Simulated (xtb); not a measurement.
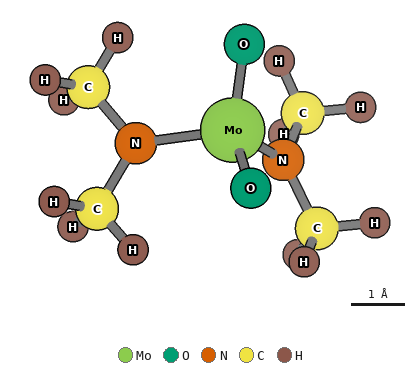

**Figure 1.** The starting structure (ball-and-stick view, seen at a tilt). Sticks mark near contacts. Bond lengths as drawn: C–H 1.09 to 1.10 Å, C–N 1.45 Å, Mo–N 1.91 Å and Mo–O 1.64 Å.

**Run report: C₄H₁₂MoN₂O₂, geometry relaxation (part 1 of 2)**

C₄H₁₂MoN₂O₂ (MoO2(NMe2)2), computed with GFN2-xTB (xtb 6.7.1).

The geometry comes from this level: GFN2-xTB.

## Input (struc.xyz)
```
21

Mo     1.091430     0.007690     0.769630
O      0.878970    -0.021750     2.396530
O      2.555540     0.046670     0.029990
N      0.105670     1.497580     0.091210
C      0.498110     2.305110    -1.049070
C     -1.022640     2.102600     0.775010
H     -0.313850     2.357100    -1.788460
H      1.381360     1.865860    -1.518080
H      0.735910     3.332150    -0.734450
H     -1.274030     1.510570     1.658690
H     -0.783320     3.128880     1.090450
H     -1.899030     2.147580     0.112340
N      0.138210    -1.496270     0.076260
C      0.422880    -2.122500    -1.201820
C     -0.814870    -2.291830     0.827970
H      0.799010    -3.146380    -1.059490
H      1.178410    -1.538850    -1.733800
H     -0.486440    -2.178360    -1.817620
H     -0.971910    -1.838680     1.809330
H     -1.777420    -2.349510     0.299900
H     -0.441990    -3.317650     0.965490
```

## File .CHRG
```
0
```

## File .UHF
```
0
```

Machine: 1 thread of Intel Xeon @ 2.70GHz, 189 GiB of memory available, shared host.

Run as:
```bash
xtb struc.xyz -o vtight --gfn 2 > run.log 2> xtb.err
```

## Log
```
* xtb version 6.7.1
   ID    Z sym.   atoms
    1   42 Mo     1
    2    8 O      2, 3
    3    7 N      4, 13
    4    6 C      5, 6, 14, 15
    5    1 H      7-12, 16-21

           -------------------------------------------------
          |                Calculation Setup                |
           -------------------------------------------------

          program call               : xtb struc.xyz -o vtight --gfn 2
          coordinate file            : struc.xyz
          omp threads                :                     1

           -------------------------------------------------
          |                 G F N 2 - x T B                 |
           -------------------------------------------------

      * Hamiltonian:
        H0-scaling (s, p, d)           1.850000    2.230000    2.230000
        zeta-weighting                 0.500000
      * Dispersion:
        s8                             2.700000
        a1                             0.520000
        a2                             5.000000
        s9                             5.000000
      * Repulsion:
        kExp                           1.500000    1.000000
        rExp                           1.000000
      * Coulomb:
        alpha                          2.000000
        third order                    shell-resolved
        anisotropic                    true
        a3                             3.000000
        a5                             4.000000
        cn-shift                       1.200000
        cn-exp                         4.000000
        max-rad                        5.000000

          ...................................................
          :                      SETUP                      :
          :.................................................:
          :  # basis functions                  54          :
          :  # atomic orbitals                  53          :
          :  # shells                           31          :
          :  # electrons                        56          :
          :  max. iterations                   250          :
          :  Hamiltonian                  GFN2-xTB          :
          :  restarted?                      false          :
          :  GBSA solvation                  false          :
          :  PC potential                    false          :
          :  electronic temp.          300.0000000     K    :
          :  accuracy                    1.0000000          :
          :  -> integral cutoff          0.2500000E+02      :
          :  -> integral neglect         0.1000000E-07      :
          :  -> SCF convergence          0.1000000E-05 Eh   :
          :  -> wf. convergence          0.1000000E-03 e    :
          :  Broyden damping             0.4000000          :
          :  net charge                          0          :
          :  unpaired electrons                  0          :
          ...................................................

 iter      E             dE          RMSdq      gap      omega  full diag
   1    -30.2417592 -0.302418E+02  0.858E+00    1.58       0.0  T
   2    -30.2802793 -0.385201E-01  0.142E+01    6.32       1.0  T
   3    -30.9552617 -0.674982E+00  0.533E+00    4.64       1.0  T
   4    -31.1167779 -0.161516E+00  0.134E+00    3.40       1.0  T
   5    -31.1180349 -0.125699E-02  0.104E+00    3.33       1.0  T
   6    -31.1189865 -0.951606E-03  0.677E-01    3.42       1.0  T
   7    -31.1193797 -0.393214E-03  0.115E-01    3.37       1.0  T
   8    -31.1193324  0.472671E-04  0.157E-01    3.37       1.0  T
   9    -31.1194068 -0.743729E-04  0.531E-02    3.40       1.0  T
  10    -31.1194082 -0.140521E-05  0.325E-02    3.39       1.0  T
  11    -31.1194085 -0.319639E-06  0.174E-02    3.39       1.3  T
  12    -31.1194091 -0.518166E-06  0.345E-03    3.39       6.3  T
  13    -31.1194091 -0.298504E-07  0.104E-03    3.39      20.9  T
  14    -31.1194091  0.508138E-08  0.129E-03    3.39      17.0  T
  15    -31.1194091 -0.481462E-08  0.731E-04    3.39      29.9  T
  16    -31.1194091 -0.190539E-08  0.145E-04    3.39     150.3  T

   *** convergence criteria satisfied after 16 iterations ***

         #    Occupation            Energy/Eh            Energy/eV
      -------------------------------------------------------------
         1        2.0000           -0.6703411             -18.2409
       ...           ...                  ...                  ...
        22        2.0000           -0.4347426             -11.8299
        23        2.0000           -0.4236083             -11.5270
        24        2.0000           -0.4206914             -11.4476
        25        2.0000           -0.4123794             -11.2214
        26        2.0000           -0.3977742             -10.8240
        27        2.0000           -0.3943865             -10.7318
        28        2.0000           -0.3635759              -9.8934 (HOMO)
        29                         -0.2388797              -6.5002 (LUMO)
        30                         -0.2040739              -5.5531
        31                         -0.1624255              -4.4198
        32                         -0.1475668              -4.0155
        33                         -0.1269995              -3.4558
       ...                                ...                  ...
        53                          0.7489429              20.3798
      -------------------------------------------------------------
                  HL-Gap            0.1246962 Eh            3.3932 eV
             Fermi-level           -0.3012278 Eh           -8.1968 eV

 SCC (total)                   0 d,  0 h,  0 min,  0.021 sec
 SCC setup                      ...        0 min,  0.000 sec (  0.592%)
 Dispersion                     ...        0 min,  0.000 sec (  0.618%)
 classical contributions        ...        0 min,  0.000 sec (  0.190%)
 integral evaluation            ...        0 min,  0.003 sec ( 12.048%)
 iterations                     ...        0 min,  0.012 sec ( 55.943%)
 molecular gradient             ...        0 min,  0.006 sec ( 29.872%)
 printout                       ...        0 min,  0.000 sec (  0.677%)

         :::::::::::::::::::::::::::::::::::::::::::::::::::::
         ::                     SUMMARY                     ::
         :::::::::::::::::::::::::::::::::::::::::::::::::::::
         :: total energy             -30.815250219106 Eh    ::
         :: gradient norm              0.000156010094 Eh/a0 ::
         :: HOMO-LUMO gap              3.393157608322 eV    ::
         ::.................................................::
         :: SCC energy               -31.119260311237 Eh    ::
         :: -> isotropic ES            0.136671250531 Eh    ::
         :: -> anisotropic ES          0.004063599604 Eh    ::
         :: -> anisotropic XC          0.013127363974 Eh    ::
         :: -> dispersion             -0.017329207820 Eh    ::
         :: repulsion energy           0.304010092131 Eh    ::
         :: add. restraining           0.000000000000 Eh    ::
         :: total charge              -0.000000000000 e     ::
         :::::::::::::::::::::::::::::::::::::::::::::::::::::

      -----------------------------------------------------------
     |                   =====================                   |
     |                        A N C O P T                        |
     |                   =====================                   |
     |               Approximate Normal Coordinate               |
     |                Rational Function Optimizer                |
      -----------------------------------------------------------
      -----------------------------------------------------------
     |                   =====================                   |
     |                        A N C O P T                        |
     |                   =====================                   |
     |               Approximate Normal Coordinate               |
     |                Rational Function Optimizer                |
      -----------------------------------------------------------

          ...................................................
          :                      SETUP                      :
          :.................................................:
          :   optimization level         verytight          :
          :   max. optcycles                   420          :
          :   ANC micro-cycles                  20          :
          :   degrees of freedom                57          :
          :.................................................:
          :   RF solver                   davidson          :
          :   write xtbopt.log                true          :
          :   linear?                        false          :
          :   energy convergence         0.1000000E-06 Eh   :
          :   grad. convergence          0.2000000E-03 Eh/α :
          :   maxmium RF displ.          1.0000000          :
          :   Hlow (freq-cutoff)         0.1000000E-01      :
          :   Hmax (freq-cutoff)         5.0000000          :
          :   S6 in model hess.         20.0000000          :
          ...................................................

generating ANC from exact Hessian ...
Using Lindh-Hessian (1995)
 Shifting diagonal of input Hessian by    9.0942786469421985E-003
 Lowest  eigenvalues of input Hessian
    0.000000    0.000000    0.000000    0.000000    0.000000    0.000000
    0.010000    0.010185    0.010317    0.015811    0.016101    0.016553
    0.016708    0.017000    0.017302    0.023495    0.024387    0.027266
 Highest eigenvalues
    1.146711    1.319378    1.346279    1.418115    1.421822    1.849512

........................................................................
.............................. CYCLE    1 ..............................
........................................................................

 iter      E             dE          RMSdq      gap      omega  full diag
   1    -31.1194091 -0.311194E+02  0.959E-05    3.39       0.0  T
   2    -31.1194091  0.227161E-10  0.137E-04    3.39     159.7  T
   3    -31.1194091 -0.573976E-10  0.589E-06    3.39    3703.2  T
     SCC iter.                  ...        0 min,  0.004 sec
     gradient                   ...        0 min,  0.009 sec
 * total energy  :   -30.8152502 Eh     change       -0.7631229E-10 Eh
   gradient norm :     0.0001556 Eh/α   predicted     0.0000000E+00 (-100.00%)
   displ. norm   :     0.0226823 α      lambda       -0.4723002E-07
   maximum displ.:     0.0223353 α      in ANC's #1, #2, #5, ...

   *** GEOMETRY OPTIMIZATION CONVERGED AFTER 1 ITERATIONS ***

------------------------------------------------------------------------
 total energy gain   :        -0.0000000 Eh       -0.0000 kcal/mol
 total RMSD          :         0.0000000 a0        0.0000 Å
 total power (kW/mol):        -0.0000002 (step)   -0.0000 (real)
------------------------------------------------------------------------

 ANCopt (total)                0 d,  0 h,  0 min,  0.022 sec
 optimizer setup                ...        0 min,  0.000 sec (  0.421%)
 model hessian                  ...        0 min,  0.004 sec ( 19.576%)
 ANC generation                 ...        0 min,  0.001 sec (  2.683%)
 coordinate transformation      ...        0 min,  0.000 sec (  0.116%)
 single point calculation       ...        0 min,  0.017 sec ( 74.575%)
 optimization log               ...        0 min,  0.000 sec (  0.593%)
 hessian update                 ...        0 min,  0.000 sec (  0.005%)
 rational function              ...        0 min,  0.000 sec (  0.562%)

================
 final structure:
================
21
 xtb: 6.7.1
Mo           1.09143000000000        0.00769000000000        0.76963000000000
O            0.87897000000000       -0.02175000000000        2.39653000000000
O            2.55554000000000        0.04667000000000        0.02999000000000
N            0.10567000000000        1.49758000000000        0.09121000000000
C            0.49811000000000        2.30511000000000       -1.04907000000000
C           -1.02264000000000        2.10260000000000        0.77501000000000
H           -0.31385000000000        2.35710000000000       -1.78846000000000
H            1.38136000000000        1.86586000000000       -1.51808000000000
H            0.73591000000000        3.33215000000000       -0.73445000000000
H           -1.27403000000000        1.51057000000000        1.65869000000000
H           -0.78332000000000        3.12888000000000        1.09045000000000
H           -1.89903000000000        2.14758000000000        0.11234000000000
N            0.13821000000000       -1.49627000000000        0.07626000000000
C            0.42288000000000       -2.12250000000000       -1.20182000000000
C           -0.81487000000000       -2.29183000000000        0.82797000000000
H            0.79901000000000       -3.14638000000000       -1.05949000000000
H            1.17841000000000       -1.53885000000000       -1.73380000000000
H           -0.48644000000000       -2.17836000000000       -1.81762000000000
H           -0.97191000000000       -1.83868000000000        1.80933000000000
H           -1.77742000000000       -2.34951000000000        0.29990000000000
H           -0.44199000000000       -3.31765000000000        0.96549000000000

 Bond Distances (Angstroems)
 ---------------------------
Mo1-O2=1.6410        Mo1-O3=1.6408        Mo1-N4=1.9110        Mo1-N13=1.9108       O2-Mo1=1.6410        O3-Mo1=1.6408
N4-Mo1=1.9110        N4-C5=1.4513         N4-C6=1.4515         C5-N4=1.4513         C5-H7=1.0994         C5-H8=1.0923
C5-H9=1.1002         C6-N4=1.4515         C6-H10=1.0930        C6-H11=1.1000        C6-H12=1.0996        H7-C5=1.0994
H8-C5=1.0923         H9-C5=1.1002         H10-C6=1.0930        H11-C6=1.1000        H12-C6=1.0996        N13-Mo1=1.9108
N13-C14=1.4514       N13-C15=1.4513       C14-N13=1.4514       C14-H16=1.1000       C14-H17=1.0929       C14-H18=1.0996
C15-N13=1.4513       C15-H19=1.0923       C15-H20=1.0994       C15-H21=1.1001       H16-C14=1.1000       H17-C14=1.0929
H18-C14=1.0996       H19-C15=1.0923       H20-C15=1.0994       H21-C15=1.1001
 C  H  Rav=1.0974 sigma=0.0034  Rmin=1.0923  Rmax=1.1002    12
 N  C  Rav=1.4514 sigma=0.0001  Rmin=1.4513  Rmax=1.4515     4
 Mo N  Rav=1.9109 sigma=0.0001  Rmin=1.9108  Rmax=1.9110     2
 Mo O  Rav=1.6409 sigma=0.0001  Rmin=1.6408  Rmax=1.6410     2

 selected bond angles (degree)
```
